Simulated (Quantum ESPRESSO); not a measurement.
# Projected density of states of magnetic CuWO4

Wanted: the exchange-split electronic structure of CuWO4.

Method: PBEsol with U = 6 eV on Cu d (ortho-atomic projectors); plane waves with GBRV 1.5 PBEsol potentials, no spin-orbit coupling, in Quantum ESPRESSO 7.5.

## Step 1: The starting structure

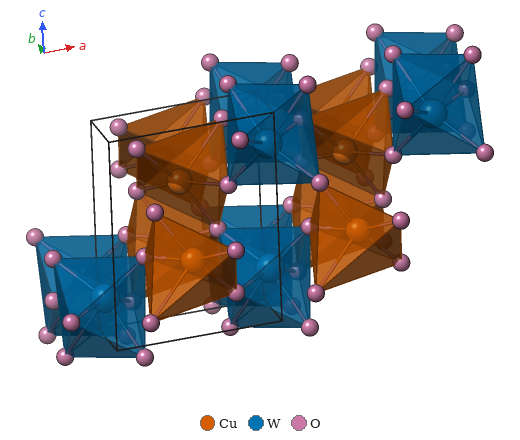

The cell as given, slightly off an axis (copper orange, tungsten blue, oxygen pink). 2×2×1 cells are drawn. Some periodic images of atoms are drawn too.

The cell comes from the Crystallography Open Database.

## Step 2: Ground-state run

This state came out lowest in a comparison of starts that is told elsewhere.

pw.in

```
&CONTROL
  calculation = 'scf'
  prefix = 'pwscf'
  outdir = './tmp'
  pseudo_dir = './pseudo'
  disk_io = 'low'
/
&SYSTEM
  ibrav = 0
  celldm(1) = 8
  nat = 12
  ntyp = 4
  ecutwfc = 40
  ecutrho = 280
  nbnd = 77
  occupations = 'smearing'
  smearing = 'fd'
  degauss = 0.00367493
  nspin = 2
  starting_magnetization(1) = 0.0526
  starting_magnetization(2) = -0.0526
  starting_magnetization(3) = 0
  starting_magnetization(4) = 0
/
&ELECTRONS
  conv_thr = 2.4d-08
  electron_maxstep = 150
  mixing_beta = 0.3
/
ATOMIC_SPECIES
Cu1    63.5460 cu_pbesol_v1.2.uspp.F.UPF
Cu2    63.5460 cu_pbesol_v1.2.uspp.F.UPF
W     183.8400 w_pbesol_v1.2.uspp.F.UPF
O      15.9990 o_pbesol_v1.2.uspp.F.UPF
CELL_PARAMETERS alat
   1.1093637214616    0.0000000000000    0.0000000000000
   0.0490111256506    1.1501774026444    0.0000000000000
   0.1728010651790    0.0318361699831    1.3655729172783
ATOMIC_POSITIONS crystal
Cu1     0.4962000000    0.7638000000    0.6621000000
Cu2     0.5038000000    0.2362000000    0.3379000000
W       0.0166000000    0.7330000000    0.1745000000
W       0.9834000000    0.2670000000    0.8255000000
O       0.2481000000    0.5829000000    0.3556000000
O       0.7519000000    0.4171000000    0.6444000000
O       0.2243000000    0.5676000000    0.8769000000
O       0.7757000000    0.4324000000    0.1231000000
O       0.7293000000    0.9044000000    0.3859000000
O       0.2707000000    0.0956000000    0.6141000000
O       0.7845000000    0.9488000000    0.9036000000
O       0.2155000000    0.0512000000    0.0964000000
K_POINTS automatic
4 4 4 0 0 0
HUBBARD {ortho-atomic}
U Cu1-3d 6.0000
U Cu2-3d 6.0000
```

Started as:

```bash
> OMP_NUM_THREADS=1 mpirun -n 4 pw.x -nk 4 -in pw.in > pw.out
```

Output:

```text
Program PWSCF v.7.5 starts

     K-points division:     npool     =       4
     Subspace diagonalization in iterative solution of the eigenvalue problem:

     bravais-lattice index     =            0
     lattice parameter (alat)  =       8.0000  a.u.
     unit-cell volume          =     892.1208 (a.u.)^3
     number of atoms/cell      =           12
     number of atomic types    =            4
     number of electrons       =       114.00
     number of Kohn-Sham states=           77
     kinetic-energy cutoff     =      40.0000  Ry
     charge density cutoff     =     280.0000  Ry
     scf convergence threshold =      2.4E-08
     mixing beta               =       0.3000
     number of iterations used =            8  plain     mixing
     Exchange-correlation= SLA  PW   PSX  PSC
                           (   1   4  10   8   0   0   0)
     Hubbard projectors: ortho-atomic
     Hubbard parameters of DFT+U (Dudarev formulation) in eV:
     U(Cu1-3d) =  6.0000
     U(Cu2-3d) =  6.0000

     Internal variables: lda_plus_u =T, lda_plus_u_kind = 0

     Internal variables: orbital_resolved =F, hub_pot_fix =F, apply_U = F

     celldm(1)=   8.000000  celldm(2)=   0.000000  celldm(3)=   0.000000
     celldm(4)=   0.000000  celldm(5)=   0.000000  celldm(6)=   0.000000

     crystal axes: (cart. coord. in units of alat)
               a(1) = (   1.109364   0.000000   0.000000 )
               a(2) = (   0.049011   1.150177   0.000000 )
               a(3) = (   0.172801   0.031836   1.365573 )

     reciprocal axes: (cart. coord. in units 2 pi/alat)
               b(1) = (  0.901418 -0.038411 -0.113171 )
               b(2) = (  0.000000  0.869431 -0.020269 )
               b(3) = (  0.000000  0.000000  0.732293 )

     PseudoPot. # 1 for Cu read from file:
     cu_pbesol_v1.2.uspp.F.UPF
     Pseudo is Ultrasoft + core correction, Zval = 19.0

     PseudoPot. # 2 for Cu read from file:
     cu_pbesol_v1.2.uspp.F.UPF
     Pseudo is Ultrasoft + core correction, Zval = 19.0

     PseudoPot. # 3 for W  read from file:
     w_pbesol_v1.2.uspp.F.UPF
     Pseudo is Ultrasoft + core correction, Zval = 14.0

     PseudoPot. # 4 for O  read from file:
     o_pbesol_v1.2.uspp.F.UPF
     Pseudo is Ultrasoft + core correction, Zval =  6.0

     atomic species   valence    mass     pseudopotential
     Cu1              19.00    63.54600     Cu( 1.00)
     Cu2              19.00    63.54600     Cu( 1.00)
     W                14.00   183.84000     W ( 1.00)
     O                 6.00    15.99900     O ( 1.00)

     Starting magnetic structure
     atomic species   magnetization
     Cu1             0.053
     Cu2            -0.053
     W               0.000
     O               0.000

     No symmetry found

   Cartesian axes

     site n.     atom                  positions (alat units)
         1        Cu1    tau(   1) = (   0.7023126   0.8995842   0.9041458  )
         2        Cu2    tau(   2) = (   0.6288634   0.2824293   0.4614271  )
         3        W      tau(   3) = (   0.0844944   0.8486354   0.2382925  )
         4        W      tau(   4) = (   1.2466815   0.3333781   1.1272804  )
         5        O      tau(   5) = (   0.3652498   0.6817594   0.4855977  )
         6        O      tau(   6) = (   0.9659261   0.5002542   0.8799752  )
         7        O      tau(   7) = (   0.4281783   0.6807578   1.1974709  )
         8        O      tau(   8) = (   0.9029977   0.5012557   0.1681020  )
         9        O      tau(   9) = (   0.9200686   1.0525060   0.5269746  )
        10        O      tau(  10) = (   0.4111074   0.1295076   0.8385983  )
        11        O      tau(  11) = (   1.0729406   1.1200555   1.2339317  )
        12        O      tau(  12) = (   0.2582353   0.0619581   0.1316412  )

     number of k points=    36  Fermi-Dirac smearing, width (Ry)=  0.0037
                       cart. coord. in units 2pi/alat
        k(    1) = (   0.0000000   0.0000000   0.0000000), wk =   0.0156250
        k(    2) = (   0.0000000   0.0000000   0.1830733), wk =   0.0312500
        k(    3) = (   0.0000000   0.0000000  -0.3661467), wk =   0.0156250
        k(    4) = (   0.0000000   0.2173578  -0.0050674), wk =   0.0312500
        k(    5) = (   0.0000000   0.2173578   0.1780060), wk =   0.0312500
        [... 31 further k-points ...]

     Dense  grid:    70665 G-vectors     FFT dimensions: (  48,  50,  60)

     Smooth grid:    30509 G-vectors     FFT dimensions: (  36,  40,  45)

     Check: negative core charge=   -0.000002
     Generating pointlists ...
     new r_m :   0.1879 (alat units)  1.5030 (a.u.) for type    1
     new r_m :   0.1879 (alat units)  1.5030 (a.u.) for type    2
     new r_m :   0.1690 (alat units)  1.3519 (a.u.) for type    3
     new r_m :   0.1690 (alat units)  1.3519 (a.u.) for type    4

     Initial potential from superposition of free atoms

     starting charge     111.7994, renormalised to     114.0000

     negative rho (up, down):  6.400E-02 6.400E-02

     STARTING HUBBARD OCCUPATIONS:

     =================== HUBBARD OCCUPATIONS ===================
     ------------------------ ATOM    1 ------------------------
     Tr[ns(  1)] (up, down, total) =   5.00000  3.00000  8.00000
     Atomic magnetic moment for atom   1 =   2.00000
     [... lines left out ...]
     ------------------------ ATOM    2 ------------------------
     Tr[ns(  2)] (up, down, total) =   3.00000  5.00000  8.00000
     Atomic magnetic moment for atom   2 =  -2.00000
     [... lines left out ...]
     Number of occupied Hubbard levels =   16.0000

     Atomic wfc used for Hubbard projectors are orthogonalized

     Starting wfcs are   84 randomized atomic wfcs

     Self-consistent Calculation

     iteration #  1     ecut=    40.00 Ry     beta= 0.30
     Davidson diagonalization with overlap
     ethr =  1.00E-02,  avg # of iterations =  4.3

     =================== HUBBARD OCCUPATIONS ===================
     ------------------------ ATOM    1 ------------------------
     Tr[ns(  1)] (up, down, total) =   4.96418  4.53806  9.50224
     Atomic magnetic moment for atom   1 =   0.42612
     [... lines left out ...]
     ------------------------ ATOM    2 ------------------------
     Tr[ns(  2)] (up, down, total) =   4.53772  4.96412  9.50184
     Atomic magnetic moment for atom   2 =  -0.42640
     [... lines left out ...]
     Number of occupied Hubbard levels =   19.0041

     negative rho (up, down):  6.282E-02 6.282E-02

     total energy              =   -1381.84523018 Ry
     estimated scf accuracy    <       5.10664915 Ry

     total magnetization       =    -0.00 Bohr mag/cell
     absolute magnetization    =     1.55 Bohr mag/cell

     iteration #  2     ecut=    40.00 Ry     beta= 0.30
     Davidson diagonalization with overlap
     ethr =  4.48E-03,  avg # of iterations =  2.0

     negative rho (up, down):  6.340E-02 6.340E-02

     total energy              =   -1382.83773840 Ry
     estimated scf accuracy    <       0.73100113 Ry

     total magnetization       =     0.00 Bohr mag/cell
     absolute magnetization    =     1.80 Bohr mag/cell

     [... further iterations left out ...]

     iteration # 17     ecut=    40.00 Ry     beta= 0.30
     Davidson diagonalization with overlap
     ethr =  8.14E-11,  avg # of iterations =  2.0

     negative rho (up, down):  6.395E-02 6.395E-02

     total energy              =   -1382.96615943 Ry
     estimated scf accuracy    <       0.00000003 Ry

     total magnetization       =     0.00 Bohr mag/cell
     absolute magnetization    =     1.93 Bohr mag/cell

     iteration # 18     ecut=    40.00 Ry     beta= 0.30
     Davidson diagonalization with overlap
     ethr =  2.90E-11,  avg # of iterations =  2.0

     negative rho (up, down):  6.395E-02 6.395E-02

     Magnetic moment per site  (integrated on atomic sphere of radius R)
     atom   1 (R=0.188)  charge= 16.3288  magn=  0.7369
     atom   2 (R=0.188)  charge= 16.3288  magn= -0.7369
     atom   3 (R=0.169)  charge=  7.3976  magn= -0.0044
     atom   4 (R=0.169)  charge=  7.3975  magn=  0.0044
     atom   5 (R=0.169)  charge=  4.8360  magn= -0.0310
     atom   6 (R=0.169)  charge=  4.8360  magn=  0.0310
     atom   7 (R=0.169)  charge=  4.8405  magn=  0.0268
     atom   8 (R=0.169)  charge=  4.8406  magn= -0.0268
     atom   9 (R=0.169)  charge=  4.8141  magn= -0.0068
     atom  10 (R=0.169)  charge=  4.8141  magn=  0.0068
     atom  11 (R=0.169)  charge=  4.7931  magn= -0.0015
     atom  12 (R=0.169)  charge=  4.7930  magn=  0.0015

     End of self-consistent calculation

     =================== HUBBARD OCCUPATIONS ===================
     ------------------------ ATOM    1 ------------------------
     Tr[ns(  1)] (up, down, total) =   4.94207  4.21010  9.15217
     Atomic magnetic moment for atom   1 =   0.73197
     [... lines left out ...]
     ------------------------ ATOM    2 ------------------------
     Tr[ns(  2)] (up, down, total) =   4.21010  4.94207  9.15217
     Atomic magnetic moment for atom   2 =  -0.73197
     [... lines left out ...]
     Number of occupied Hubbard levels =   18.3043

     [... lines left out ...]
     the Fermi energy is    10.0724 ev

!    total energy              =   -1382.96615946 Ry
     estimated scf accuracy    <       0.00000001 Ry
     smearing contrib. (-TS)   =      -0.00000000 Ry
     internal energy E=F+TS    =   -1382.96615946 Ry

     The total energy is F=E-TS. E is the sum of the following terms:
     one-electron contribution =    -857.97609377 Ry
     hartree contribution      =     485.87912688 Ry
     xc contribution           =    -216.09660563 Ry
     ewald contribution        =    -794.90885157 Ry
     Hubbard energy            =       0.13626464 Ry

     total magnetization       =    -0.00 Bohr mag/cell
     absolute magnetization    =     1.93 Bohr mag/cell

     convergence has been achieved in  18 iterations

=------------------------------------------------------------------------------=
   JOB DONE.
=------------------------------------------------------------------------------=
```

Wall time 2.6 min (4 MPI ranks of Intel Xeon Platinum 8375C at 2.90GHz (Ice Lake), shared host); peak memory 1.3 GiB; 10 min of CPU time.

Spin moment in the atom's sphere by atom:

```csv
atom,spin moment in the atom's sphere (μB)
Cu1,0.737
Cu2,-0.737
W3,-0.004
W4,0.004
O5,-0.031
O6,0.031
O7,0.027
O8,-0.027
O9,-0.007
O10,0.007
O11,-0.002
O12,0.002
```

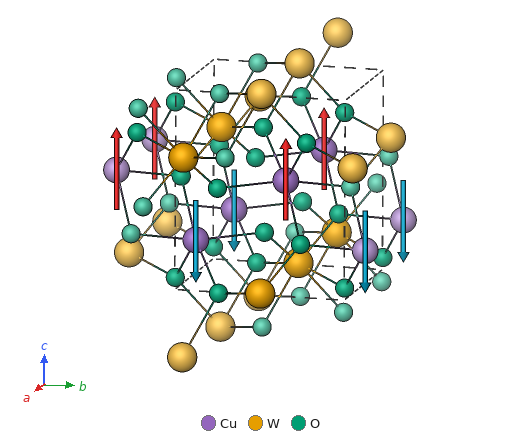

Spin moment in the atom's sphere as arrows, the longest 0.737 μB. Up and down stand for the sign. Arrows give size and sign along the axis of quantisation, drawn up and down the page. The two directions have two colours. 2×1×1 cells are drawn. Some periodic images of atoms are drawn too.

Read from the output:

* smearing term TS: 3.28e-9 eV
* magnetization: 0 μB
* absolute magnetization: 1.928 μB
* final state: antiferromagnetic

(Part 1 of 2 ends here.)

[Logs and program files are shortened in this print: banners, set-up blocks, solver, clock and traceback lines can be left out without a mark of their own.]

[Logs are printed without paths, hosts, clocks, repeated set-up lines and the standing remarks that a program may print on its own settings, such as how far it seeks lower states.]

[Hosts, paths, dates, database ids (printed as entryN), source tags and the programs' standing remarks are cut or masked in the printed files.]

[Where a cell is said to come from a database of computed structures, the database is the Materials Project.]
